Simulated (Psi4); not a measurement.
# CH3AlF2 (SMILES [CH3][Al]([F])[F]): SCAN/def2-TZVP

What is the vertical electron affinity of CH3AlF2 at SCAN/def2-TZVP? 

Program for the calculation: Psi4 1.11.

4 further runs of the same task are left out: 4 set aside as unsound or not needed. Runs told in other sessions of the task aren't counted.

## (1) Starting point

CH3AlF2: 7 atoms, total charge 0, spin state singlet. SMILES: `[CH3][Al]([F])[F]`. The shape is that of a PBE0-D4/def2-TZVP optimisation.

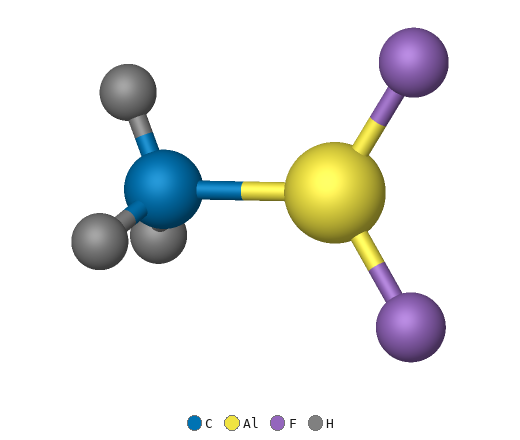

The structure, seen from a chosen angle (carbon blue, aluminium yellow, fluorine purple, hydrogen grey).

## (2) A single-point energy at SCAN/def2-TZVP

Input file input.in:

```
memory 1600 mb

molecule system {
  C     -0.47923455     1.56072481    -0.45107763
  Al     0.55387873    -1.80695612     0.46392776
  F      2.85953357    -2.30452101     2.48593472
  F     -0.80011004    -4.34183474    -0.71545031
  H     -2.03296736     1.54201652    -1.80676715
  H     -1.08356896     2.61632582     1.21906232
  H      1.09811985     2.60574335    -1.28161226
  units bohr
  symmetry c1
}

set globals {
  basis def2-TZVP
  puream true
  scf_type pk
  dft_radial_points 75
  dft_spherical_points 302
}

energy('scan')
```

On the command line:

```sh
psi4 -n 1 input.in input.out
```

input.out:

```text
[...]
  Running in c1 symmetry.
[...]
  Nuclear repulsion =  156.129290528077092
[...]
  Multiplicity = 1
[...]
  Nalpha       = 20
  Nbeta        = 20
[...]
    Number of basis functions: 148
[...]
   @RKS iter   1:  -481.77816520970504   -4.27392e-01   7.30621e-03 ADIIS/DIIS
[...]
   @RKS iter   8:  -482.24610147963830   -2.33018e-07   9.55802e-07 DIIS
[...]
    Orbital Energies [Eh]
    ---------------------
    Doubly Occupied:
       1A    -55.734078     2A    -24.464082     3A    -24.463576
       4A    -10.019394     5A     -4.090387     6A     -2.629087
       7A     -2.622200     8A     -2.619694     9A     -1.114360
      10A     -1.106495    11A     -0.667455    12A     -0.435700
      13A     -0.403493    14A     -0.389011    15A     -0.384335
      16A     -0.379509    17A     -0.375167    18A     -0.365452
      19A     -0.353259    20A     -0.301555
[...]
  @RKS Final Energy:  -482.24610147963830
   => Energetics <=
    Nuclear Repulsion Energy =            156.1292905280770924
    One-Electron Energy =                -981.1458167116063578
    Two-Electron Energy =                 389.0287792671989564
    DFT Exchange-Correlation Energy =     -46.2583545633079396
    Empirical Dispersion Energy =           0.0000000000000000
    VV10 Nonlocal Energy =                  0.0000000000000000
    Total Energy =                       -482.2461014796382983
[...]
 Multipole Moments:
 ------------------------------------------------------------------------------------
     Multipole            Electronic (a.u.)      Nuclear  (a.u.)        Total (a.u.)
 ------------------------------------------------------------------------------------
 L = 1.  Multiply by 2.5417464519 to convert [e a0] to [Debye]
 Dipole X            :          2.0542858           -2.3006788           -0.2463930
 Dipole Y            :         -6.7687202            7.5585478            0.7898277
 Dipole Z            :          1.8201348           -2.0384129           -0.2182782
 Magnitude           :                                                    0.8556767
[...]
```

It took 34 s on 1 thread of Intel Xeon Platinum 8259CL at 2.50GHz (Skylake/Cascade Lake), shared host; peak memory 1.2 GiB.

## (3) The doublet anion, same level

Input file input.inp:

```
memory 1600 mb

molecule molecule1 {
  -1 2
  C     -0.47923455     1.56072481    -0.45107763
  Al     0.55387873    -1.80695612     0.46392776
  F      2.85953357    -2.30452101     2.48593472
  F     -0.80011004    -4.34183474    -0.71545031
  H     -2.03296736     1.54201652    -1.80676715
  H     -1.08356896     2.61632582     1.21906232
  H      1.09811985     2.60574335    -1.28161226
  units au
  symmetry c1
}

set basis def2-TZVP
set reference uks
set puream true
set scf_type pk
set dft_radial_points 75
set dft_spherical_points 302
set maxiter 100

result, w = energy('scan', return_wfn=True)
print_variables()
```

On the command line:

```sh
psi4 input.inp input.out -n 1
```

input.out:

```text
[...]
  Running in c1 symmetry.
[...]
  Nuclear repulsion =  156.129290528077092
[...]
  Multiplicity = 2
[...]
  Nalpha       = 21
  Nbeta        = 20
[...]
    Number of basis functions: 148
[...]
   @UKS iter   1:  -481.59901394378022   -2.48240e-01   8.00446e-03 DIIS/ADIIS
[...]
   @UKS iter  11:  -482.21115563654286   -3.27630e-08   5.74542e-07 DIIS
[...]
   @S^2 Observed:                7.539428744E-01
[...]
    Orbital Energies [Eh]
    ---------------------
    Alpha Occupied:
       1A    -55.504987     2A    -24.260046     3A    -24.259627
       4A     -9.812949     5A     -3.860325     6A     -2.396564
       7A     -2.393634     8A     -2.391092     9A     -0.910642
      10A     -0.903134    11A     -0.472149    12A     -0.236210
      13A     -0.206121    14A     -0.194768    15A     -0.192539
      16A     -0.179639    17A     -0.175487    18A     -0.162660
      19A     -0.154212    20A     -0.100528    21A      0.112246
    Alpha Virtual:
      22A      0.129775    23A      0.193848    24A      0.218351
      25A      0.240465    26A      0.247782    27A      0.288139
[...]
  @UKS Final Energy:  -482.21115563654286
   => Energetics <=
    Nuclear Repulsion Energy =            156.1292905280770924
    One-Electron Energy =                -989.4128540023193636
    Two-Electron Energy =                 397.5144984974974136
    DFT Exchange-Correlation Energy =     -46.4420906597979339
    Empirical Dispersion Energy =           0.0000000000000000
    VV10 Nonlocal Energy =                  0.0000000000000000
    Total Energy =                       -482.2111556365428555
  UHF NO Occupations:
  HONO-2 :   19  A 1.9994312
  HONO-1 :   20  A 1.9989090
[...]
 Multipole Moments:
 ------------------------------------------------------------------------------------
     Multipole            Electronic (a.u.)      Nuclear  (a.u.)        Total (a.u.)
 ------------------------------------------------------------------------------------
 L = 1.  Multiply by 2.5417464519 to convert [e a0] to [Debye]
 Dipole X            :          2.3171451           -2.3006788            0.0164663
 Dipole Y            :         -7.7672775            7.5585478           -0.2087297
 Dipole Z            :          2.0535294           -2.0384129            0.0151165
 Magnitude           :                                                    0.2099231
[...]
```

Wall time 54 s (1 thread of Intel Xeon Platinum 8259CL at 2.50GHz (Skylake/Cascade Lake), shared host); peak memory 1.2 GiB.

## (4) What came out

Level: SCAN/def2-TZVP.

| quantity | value |
| --- | --- |
| singlet CH3AlF2: total energy | -482.24610 Eh |
| singlet CH3AlF2: dipole moment | 2.17 D |
| singlet CH3AlF2: HOMO energy | -8.21 eV |
| singlet CH3AlF2: LUMO energy | -0.92 eV |
| singlet CH3AlF2: HOMO–LUMO gap | 7.29 eV |
| doublet anion: total energy | -482.21116 Eh |
| doublet anion: HOMO energy (highest over α and β) | 3.05 eV |
| doublet anion: LUMO energy (lowest over α and β) | 3.53 eV |
| doublet anion: ⟨S²⟩ | 0.754 |
| vertical electron affinity (to the doublet anion) | -0.951 eV |

What this shows: The anion lies 0.95 eV (21.9 kcal/mol) above the neutral: the electron isn't bound at this level, and such a value depends on the basis. Without diffuse functions anions come out too high. The HOMO (doublet anion) lies at positive energy, 3.05 eV, from the functional's self-interaction, a short basis or an electron that isn't bound; only total energies against the neutral tell.
